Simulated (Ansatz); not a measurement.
Results of r²SCAN-D4 (plane waves, PAW; Ansatz, an electronic-structure program) for C11b MoSi2.

Numerical settings: plane-wave cutoff 560 eV, 24×24×24 k mesh, Fermi–Dirac smearing 0.05 eV, no spin polarisation, scalar-relativistic PAW data made under PBE.

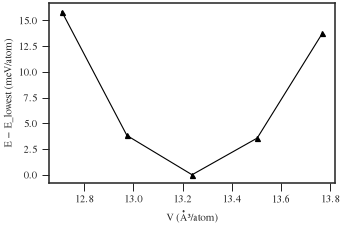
*Total energy against volume*

Problem. From the curve, estimate the equilibrium volume and the bulk modulus.

Solution. V0 ≈ 13.2 Å³/atom and B0 ≈ 220 GPa; the fit gives V0 = 13.238 Å³/atom, B0 = 223 GPa, B′ = 4.4.

Shape and atoms are relaxed at each volume.

Measured, for comparison: bulk modulus 222 ± 2 GPa (room temperature, no zero-point or thermal correction, B' = 4; as tabulated in Structural stability of MoSi2 and Mo5Si3 under high pressure, Chin. Phys. B 26 …). Computed (rounded) less measured: bulk modulus +0.5 % (inside the measured uncertainty).

Note: the bulk modulus comes from volumes at which shape and atoms were relaxed.

The result took around 19 core-minutes (rough).
